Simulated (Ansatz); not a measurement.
**Lattice dynamics of BeH2 (model cell, started as rutile)**

How does BeH2 (model cell, started as rutile) vibrate, and is this structure a minimum?

Main program and level: Ansatz 0.2.0; DFT PBEsol, scalar-relativistic, plane waves, PAW.

The structure was built from a prototype and need not be the compound's stable phase.

## (1) The starting structure

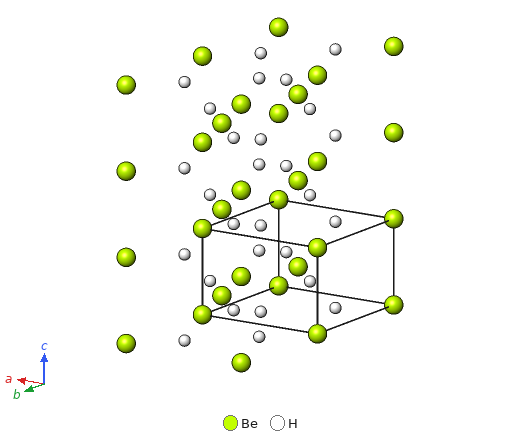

Start, viewed from a free direction; beryllium green, hydrogen white. 1×2×3 cells are drawn. Some periodic images of atoms are drawn too.

## (2) Coarse relaxation

A rough relaxation comes first, because large forces or stress need no tight tolerances yet.

File input.yaml:

```yaml
crystal:
  lattice:
    - [4.3105, 0.0, 0.0]
    - [0.0, 4.3105, 0.0]
    - [0.0, 0.0, 2.78027]
  atoms:
    - { symbol: Be, position: [0.0, 0.0, 0.0] }
    - { symbol: Be, position: [0.5, 0.5, 0.5] }
    - { symbol: H, position: [0.305, 0.305, 0.0] }
    - { symbol: H, position: [0.695, 0.695, 0.0] }
    - { symbol: H, position: [0.805, 0.195, 0.5] }
    - { symbol: H, position: [0.195, 0.805, 0.5] }
kpoints:
  mp_grid: { grid: [6, 6, 8] }
hamiltonian:
  xc: pbesol
scf:
  occupations: { method: gaussian, width: 0.1 }
output:
  forces: true
  stress: true
  eigenvalues: true
relax:
  adjacent_minimum: "off"
  f_tol: 0.05
  max_steps: 80
  cell: { stress_tol: 0.5 }
```

Run with:

```bash
> ansatz run input.yaml --threads 8 --pin off --max-ram 14336MiB --backend cpu --events-out ev --progress --plain --runs-dir out
```

Numbers of over 12 decimals in the logs are rounded to 6 here.

Output:

```text
The last accepted step is kept in <dir> (removed where the run ends without a failure and the disk answers)
Engine: ansatz 0.2.0, aarch64-unknown-linux-gnu
Pseudopotentials: kind: paw
Pseudopotential: Be, paw, valence charge 2, recommended cutoff 420 eV (normal), Be.paw.azcp
Pseudopotential: H, paw, valence charge 1, recommended cutoff 420 eV (normal), H.paw.azcp
Functional definition: PBEsol
  exchange = pbesol_x
[...]
cell:  # Å, volume = 33.4996 Å³
    - [3.814156, 0, 0.0]
    - [0, 3.814156, 0.0]
    - [0.0, 0.0, 2.302728]
  atoms:
    - { symbol: Be, position: [0, 0, 0.0] }
    - { symbol: Be, position: [0.5, 0.5, 0.5] }
    - { symbol: H, position: [0.302991, 0.302991, 0.0] }
    - { symbol: H, position: [0.697009, 0.697009, 0.0] }
    - { symbol: H, position: [0.802991, 0.197009, 0.5] }
    - { symbol: H, position: [0.197009, 0.802991, 0.5] }
[key lines of the parts left out:]
SCF converged after 4 iterations
Free energy (F): -242.886881 eV
Fermi energy:    4.364299 eV
P = ⅓ Tr σ = -0.2400 GPa (-2.400 kbar)
```

Elapsed: 2.5 s, on 8 threads of Arm Neoverse V1, shared host; peak memory 0.35 GiB.

Step by step:

| step | energy less that of the first step (eV) | largest force component (eV/Å) | pressure (GPa) | volume (Å³) |
| --- | --- | --- | --- | --- |
| 1 | 0.0000 | 0.0699 | -20.01 | 51.66 |
| 2 | -0.6975 | 0.0805 | -17.79 | 46.22 |
| 3 | -1.2234 | 0.0298 | -13.77 | 41.46 |
| 4 | -1.5468 | 0.0244 | -7.43 | 37.14 |
| 5 | -1.6398 | 0.0131 | 1.84 | 32.73 |
| 6 | -1.6431 | 0.0021 | -0.10 | 33.50 |
| 7* | -1.6363 | 0.0024 | -0.24 | 33.50 |

Relaxation steps marked * repeat the geometry before them on a plane-wave basis chosen anew for their cell, so energy and pressure can jump there.

The run keeps the 16 symmetry operations that it works with, so distortions that break them were not tested.

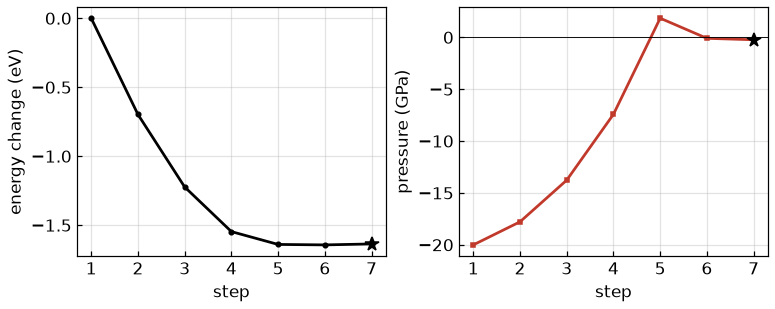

Energy and pressure along the relaxation. Stars mark steps on a basis chosen anew.

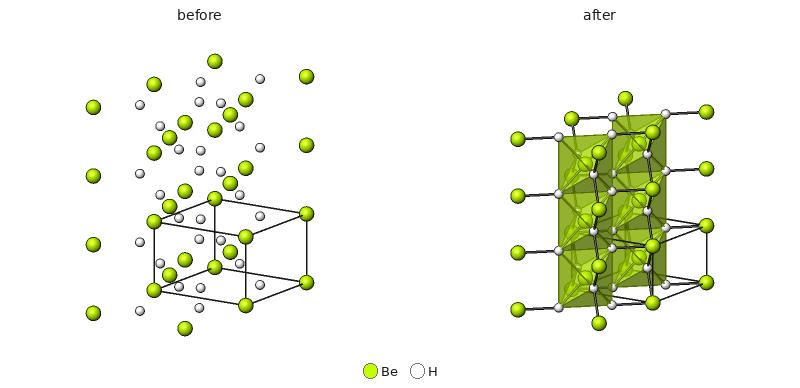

The structure before and after the relaxation, drawn at the same scale.

| cell as run | before | after | change |
| --- | --- | --- | --- |
| a (Å) | 4.311 | 3.814 | -11.5 % |
| b (Å) | 4.311 | 3.814 | -11.5 % |
| c (Å) | 2.780 | 2.303 | -17.2 % |
| volume (Å³/atom) | 8.61 | 5.58 | -35.2 % |

The atoms that moved most (Å, as changes of fractional coordinates times the final cell):

| atom | dx | dy | dz | length |
| --- | --- | --- | --- | --- |
| H5 | -0.008 | 0.008 | 0.000 | 0.011 |
| H6 | 0.008 | -0.008 | 0.000 | 0.011 |
| H3 | -0.008 | -0.008 | 0.000 | 0.011 |
| H4 | 0.008 | 0.008 | 0.000 | 0.011 |

The relaxed structure:

```cif
data_structure
_symmetry_space_group_name_H-M 'P 1'
_symmetry_Int_Tables_number 1
_cell_length_a 3.8142
_cell_length_b 3.8142
_cell_length_c 2.3027
_cell_angle_alpha 90.000
_cell_angle_beta 90.000
_cell_angle_gamma 90.000
_cell_volume 33.50
loop_
_atom_site_label
_atom_site_type_symbol
_atom_site_fract_x
_atom_site_fract_y
_atom_site_fract_z
_atom_site_occupancy
Be1 Be 0.00000 0.00000 0.00000 1
Be2 Be 0.50000 0.50000 0.50000 1
H3 H 0.30299 0.30299 0.00000 1
H4 H 0.69701 0.69701 0.00000 1
H5 H 0.80299 0.19701 0.50000 1
H6 H 0.19701 0.80299 0.50000 1
```

This step gave:

- pressure: -0.2400 GPa
- gap on the k-mesh: 3.321 eV
- volume per atom: 5.583 Å³
- direct gap on mesh: 4.461 eV

In this step the volume went from 8.61 to 5.58 Å³/atom.

## (3) Relaxation

Harmonic phonons are second derivatives at a point where the forces vanish, and they are wanted at zero stress, so atoms and cell are relaxed first.

File input.yaml:

```yaml
crystal:
  lattice:
    - [3.8141560129, 0.0, 0.0]
    - [0.0, 3.8141560129, 0.0]
    - [0.0, 0.0, 2.302727915]
  atoms:
    - { symbol: Be, position: [0.0, 0.0, 0.0] }
    - { symbol: Be, position: [0.5, 0.5, 0.5] }
    - { symbol: H, position: [0.3029912523, 0.3029912523, 0.0] }
    - { symbol: H, position: [0.6970087477, 0.6970087477, 0.0] }
    - { symbol: H, position: [0.8029912523, 0.1970087477, 0.5] }
    - { symbol: H, position: [0.1970087477, 0.8029912523, 0.5] }
kpoints:
  mp_grid: { grid: [6, 6, 8] }
hamiltonian:
  xc: pbesol
scf:
  occupations: { method: gaussian, width: 0.02 }
output:
  forces: true
  stress: true
  eigenvalues: true
  write_density: true
  write_potential: true
  elf: true
  volumetric_format: npy
relax:
  adjacent_minimum: "off"
  f_tol: 0.005
  max_steps: 80
  cell: { stress_tol: 0.05 }
```

Output:

```text
[...]
Crystal: 6 atoms, lattice volume = 33.500 Å³
Basis set: ecut = 420 eV, 655 PW (Γ), exchange–correlation on 54×54×32 points (8 copies of the dense FFT grid, shifted against one another)
Bands: 10, of which v1, the nominal top of the filled ones, is band 4 counted from 1 (3 counted from 0)
Symmetry: 16 space group operations
[...]
k-points: 50 of 288
[...]
SCF iter   1: F=—  HF=-242.887980 eV  |F-HF|=—  |Δ(HF+E_count)|=         —  Δρ=5.55e-3  dr2=6.31e-3  ethr=1.77e-3  ⟨swp⟩=5.9  Hψ=3509  notcnv=0
[...]
SCF iter   6: F=-242.886881 eV  HF=-242.886881 eV  |F-HF|=9.18e-12  |Δ(HF+E_count)|=  2.95e-10  Δρ=1.90e-7  dr2=4.99e-12  ethr=6.44e-12  ⟨swp⟩=6.0  Hψ=2453  notcnv=0
SCF 1 converged in 6 iterations: F = -242.886881 eV  dr2 = 4.99e-12
[...]
relax step   1: F+E_penalty+E_count = -242.88688128 eV  Δ(F+E_penalty+E_count) = +0.000e0 eV  max|allowed force component| = 2.376e-3 eV/Å  Δτ_max = 0.0000 Å  P = -0.240 GPa  Ω = 33.500 Å³  (6 SCF iters, accepted)
Crystal: 6 atoms, lattice volume = 33.435 Å³
[...]
SCF iter   3: F=-242.887062 eV  HF=-242.887062 eV  |F-HF|=1.89e-9  |Δ(HF+E_count)|=   2.46e-7  Δρ=4.73e-6  dr2=4.53e-9  ethr=2.39e-9  ⟨swp⟩=5.6  Hψ=2052  notcnv=0
SCF 2 converged in 3 iterations: F = -242.887062 eV  dr2 = 4.53e-9
[...]
relax step   2: F+E_penalty+E_count = -242.88706230 eV  Δ(F+E_penalty+E_count) = -1.810e-4 eV  max|allowed force component| = 2.185e-3 eV/Å  Δτ_max = 0.0003 Å  P = -0.085 GPa  Ω = 33.435 Å³  energy of the carried Pulay correction = +1.033e-4 eV  (3 SCF iters, dr2 threshold 1.91e-7 eV, accepted)
Crystal: 6 atoms, lattice volume = 33.394 Å³
[...]
SCF iter   3: F=-242.887142 eV  HF=-242.887142 eV  |F-HF|=1.08e-9  |Δ(HF+E_count)|=   1.60e-7  Δρ=4.04e-6  dr2=3.42e-9  ethr=3.24e-10  ⟨swp⟩=5.5  Hψ=2056  notcnv=0
SCF 3 converged in 3 iterations: F = -242.887142 eV  dr2 = 3.42e-9
relax step   3: F+E_penalty+E_count = -242.88714193 eV  Δ(F+E_penalty+E_count) = -7.963e-5 eV  max|allowed force component| = 4.315e-4 eV/Å  Δτ_max = 0.0006 Å  P = +0.005 GPa  Ω = 33.394 Å³  energy of the carried Pulay correction = +1.680e-4 eV  (3 SCF iters, dr2 threshold 2.59e-8 eV, accepted)
[...]
SCF iter   4: F=-242.886969 eV  HF=-242.886969 eV  |F-HF|=1.03e-11  |Δ(HF+E_count)|=  3.52e-11  Δρ=3.33e-7  dr2=3.03e-11  ethr=1.00e-12  ⟨swp⟩=5.1  Hψ=1525  notcnv=0
SCF 4 converged in 4 iterations: F = -242.886969 eV  dr2 = 3.03e-11
relax step   4: F+E_penalty+E_count = -242.88696930 eV  Δ(F+E_penalty+E_count) = +1.726e-4 eV  max|allowed force component| = 4.445e-4 eV/Å  Δτ_max = 0.0000 Å  P = +0.002 GPa  Ω = 33.394 Å³  stress off target by 2.02e-2 GPa  SCF on the basis re-selected at this cell (its energy is not comparable with the rows above)  (4 SCF iters)
[...]
SCF converged after 4 iterations
Free energy (F): -242.886969 eV
[...]
Internal energy: -242.886969 eV  (E = F + TS)
E sigma→0 (E₀):  -242.886969 eV
Fermi energy:    4.391759 eV
[...]
--- Forces (eV/Å), atoms counted from 1 ---
  atom   1  Be     0.00000000     0.00000000    -0.00000000
  atom   2  Be     0.00000000     0.00000000     0.00000000
  atom   3  H      0.00044451     0.00044451    -0.00000000
  atom   4  H     -0.00044451    -0.00044451     0.00000000
  atom   5  H      0.00044451    -0.00044451     0.00000000
  atom   6  H     -0.00044451     0.00044451    -0.00000000
  max |Σ_I F_I| component: 4.34e-19 eV/Å
--- Stress (GPa, compression-positive) ---
       -0.006960      -0.000000       0.000000
       -0.000000      -0.006960       0.000000
        0.000000       0.000000       0.020244
  P = ⅓ Tr σ = 0.0021 GPa (0.021 kbar)
--- Band table (eV; the first three rows and the last of 50) ---
[...]
--- Relaxed structure (3 steps of the walk, 3 accepted, 1 SCFs on fresh bases) ---
[...]
cell:  # Å, volume = 33.3941 Å³
    - [3.808751, 0, 0.0]
    - [0, 3.808751, 0.0]
    - [0.0, 0.0, 2.301994]
  atoms:
    - { symbol: Be, position: [0, 0, 0.0] }
    - { symbol: Be, position: [0.500000, 0.500000, 0.5] }
    - { symbol: H, position: [0.302832, 0.302832, 0.0] }
    - { symbol: H, position: [0.697168, 0.697168, 0.0] }
    - { symbol: H, position: [0.802832, 0.197168, 0.5] }
    - { symbol: H, position: [0.197168, 0.802832, 0.5] }
```

Wall time 1.1 s (8 threads); peak memory 0.32 GiB.

The steps of the relaxation:

| step | energy less that of the first step (eV) | largest force component (eV/Å) | pressure (GPa) | volume (Å³) |
| --- | --- | --- | --- | --- |
| 1 | 0.0000 | 0.0024 | -0.24 | 33.50 |
| 2 | -0.0002 | 0.0022 | -0.09 | 33.43 |
| 3 | -0.0003 | 0.0004 | 0.01 | 33.39 |
| 4* | -0.0001 | 0.0004 | 0.00 | 33.39 |

Relaxation steps marked * repeat the geometry before them on a plane-wave basis chosen anew for their cell, so energy and pressure can jump there.

Forces are held to the 16 operations that the run works with; a distortion that breaks them can't arise in this run.

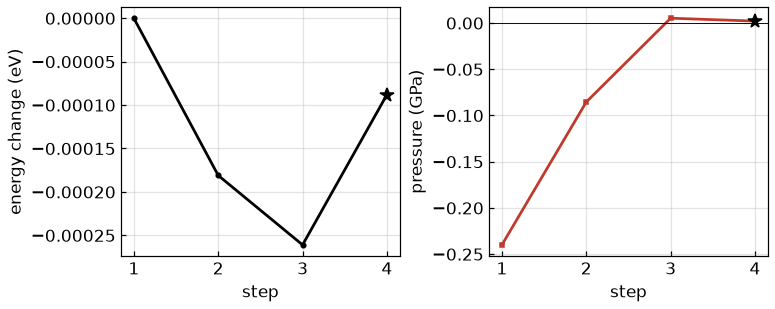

Energy and pressure along the relaxation. Stars mark steps on a basis chosen anew.

| conventional cell, symmetrised | before | after | change |
| --- | --- | --- | --- |
| a (Å) | 3.814 | 3.809 | -0.1 % |
| b (Å) | 3.814 | 3.809 | -0.1 % |
| c (Å) | 2.303 | 2.302 | -0.0 % |
| volume (Å³/atom) | 5.58 | 5.57 | -0.3 % |

The relaxed structure:

```xyz
6
Lattice="3.8088 0.0000 0.0000 0.0000 3.8088 0.0000 0.0000 0.0000 2.3020" Properties=species:S:1:pos:R:3 pbc="T T T"
Be    0.0000    0.0000    0.0000
Be    1.9044    1.9044    1.1510
H     1.1534    1.1534    0.0000
H     2.6553    2.6553    0.0000
H     3.0578    0.7510    1.1510
H     0.7510    3.0578    1.1510
```

A gap read on the k-mesh alone can miss the band edges.

Numbers from this step:

```yaml
pressure: 0.002108 GPa
gap_on_the_k_mesh: 3.340 eV
volume_per_atom: 5.566 Å³
direct_gap_on_mesh: 4.463 eV
```

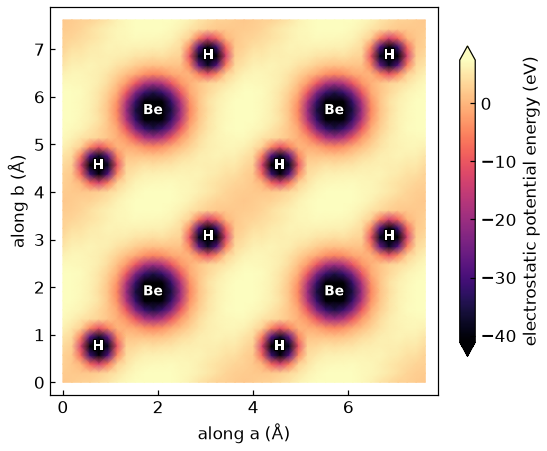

Electrostatic potential energy in the ab plane at fractional z = 0.000, with atoms of Be and H within 0.2 Å of it. With pseudopotentials it is smooth inside the atoms' cores, unlike the true potential. The map starts off the cell's origin, so that atoms lie inside it.

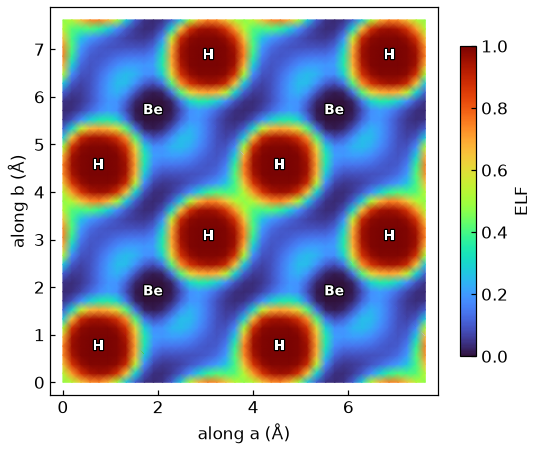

ELF in the ab plane at fractional z = 0.000, with atoms of Be and H within 0.2 Å of it. It is the smooth field of the valence electrons, not physical close to the nuclei. The map starts off the cell's origin, so that atoms lie inside it.

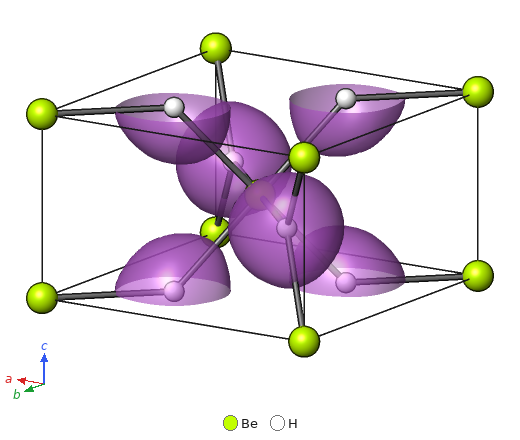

Surface of ELF = 0.85.

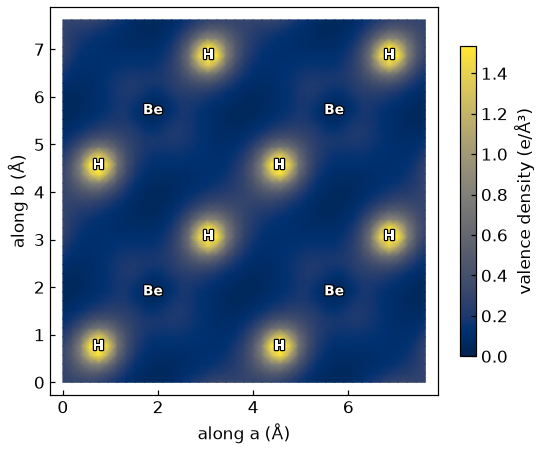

Valence density in the ab plane at fractional z = 0.000, with atoms of Be and H within 0.2 Å of it. It is the smooth field of the valence electrons, not physical close to the nuclei. The map starts off the cell's origin, so that atoms lie inside it.

In this step the volume went from 5.58 to 5.57 Å³/atom.

## (4) Relaxing to small forces for the phonons

Phonons need a cell at rest on their own settings, so the relaxation is repeated with tight tolerances on forces and stress on the k mesh and occupations of the first response run.

File input.yaml:

```yaml
crystal:
  lattice:
    - [3.8087507291, 0.0, 0.0]
    - [0.0, 3.8087507291, 0.0]
    - [0.0, 0.0, 2.3019942696]
  atoms:
    - { symbol: Be, position: [0.0, 0.0, 0.0] }
    - { symbol: Be, position: [0.5, 0.5, 0.5] }
    - { symbol: H, position: [0.302832256, 0.302832256, 0.0] }
    - { symbol: H, position: [0.697167744, 0.697167744, 0.0] }
    - { symbol: H, position: [0.802832256, 0.197167744, 0.5] }
    - { symbol: H, position: [0.197167744, 0.802832256, 0.5] }
kpoints:
  mp_grid: { grid: [6, 6, 8] }
hamiltonian:
  xc: pbesol
scf:
  occupations: { method: fixed }
output:
  forces: true
  stress: true
  eigenvalues: true
relax:
  adjacent_minimum: "off"
  f_tol: 0.001
  max_steps: 60
  cell: { stress_tol: 0.01 }
```

Output:

```text
[...]
Crystal: 6 atoms, lattice volume = 33.394 Å³
Basis set: ecut = 420 eV, 655 PW (Γ), exchange–correlation on 54×54×32 points (8 copies of the dense FFT grid, shifted against one another)
Bands: 10, of which v1, the nominal top of the filled ones, is band 4 counted from 1 (3 counted from 0)
Symmetry: 16 space group operations
[...]
k-points: 50 of 288
[...]
cell:  # Å, volume = 33.3941 Å³
    - [3.808534, 0, 0]
    - [0, 3.808534, 0]
    - [0, 0, 2.302258]
  atoms:
    - { symbol: Be, position: [0, 0, 0] }
    - { symbol: Be, position: [0.500000, 0.500000, 0.500000] }
    - { symbol: H, position: [0.302853, 0.302853, 0] }
    - { symbol: H, position: [0.697147, 0.697147, 0] }
    - { symbol: H, position: [0.802853, 0.197147, 0.500000] }
    - { symbol: H, position: [0.197147, 0.802853, 0.500000] }
[key lines of the parts left out:]
SCF converged after 4 iterations
Free energy (F): -242.886970 eV
Fermi energy:    2.721694 eV
P = ⅓ Tr σ = 0.0004 GPa (0.004 kbar)
```

The job ended after 0.82 s (8 threads; peak memory 0.31 GiB).

Little changed from the start: no atom moved by 0.005 Å and no cell edge by 0.1 %.

This step gave:

| Item | Value |
| --- | --- |
| pressure | 4.47e-4 GPa |
| gap on the k-mesh | 3.342 eV |

The largest force component left is 0.31 meV/Å and the pressure is 0.000 GPa, within the tolerances set. The cell now holds 5.57 Å³/atom.

(Continued in part 2 of 3.)

[Logs are printed without paths, hosts, clocks, repeated set-up lines and the standing remarks that a program may print on its own settings, such as how far it seeks lower states.]

[Hosts, paths, dates, database ids (printed as entryN), source tags and the programs' standing remarks are cut or masked in the printed files.]
